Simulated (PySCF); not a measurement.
Consider CdIn (doublet).

```xyz
2

Cd    0.0000    0.0000   -1.5432
In    0.0000    0.0000    1.5298
```

Core potentials replace the inner electrons of Cd and In.

Theory: PBE0/def2-SVP, non-relativistic Hamiltonian with scalar-relativistic core potentials where named, at a bond length of 3.073 Å in PySCF 2.14.0.

Question: Predict the electron density, electron localisation function and spin density between the atoms.

Answer: Cd–In (3.07 Å): ρ at the midpoint is about 0.16 e/Å³; the ELF is about 0.20 at the midpoint.
The unpaired spin (1 electron) lies mostly on In2 (about 0.9) and Cd1 (about 0.1), in electrons by Hirshfeld's partition.

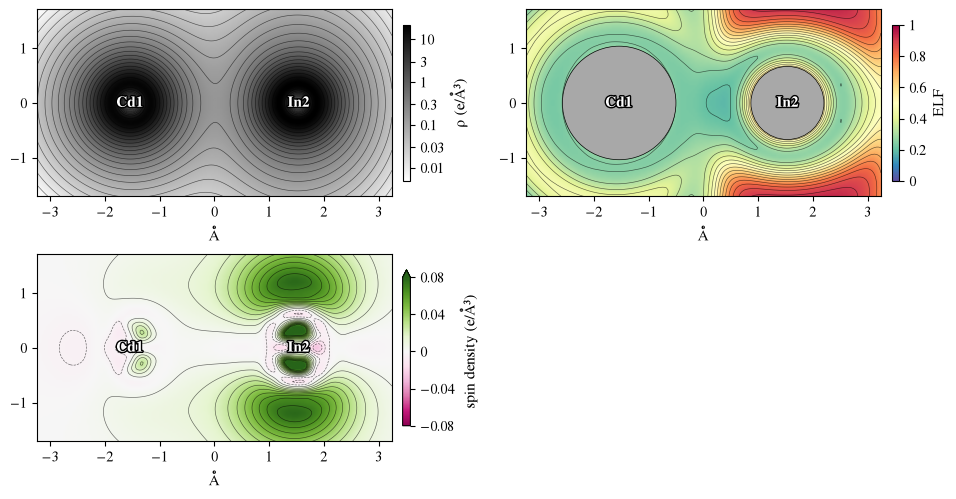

Computed electron density, electron localisation function and spin density on a plane that holds the molecular axis, in this order. Grey discs cover the atomic cores in the ELF map. 
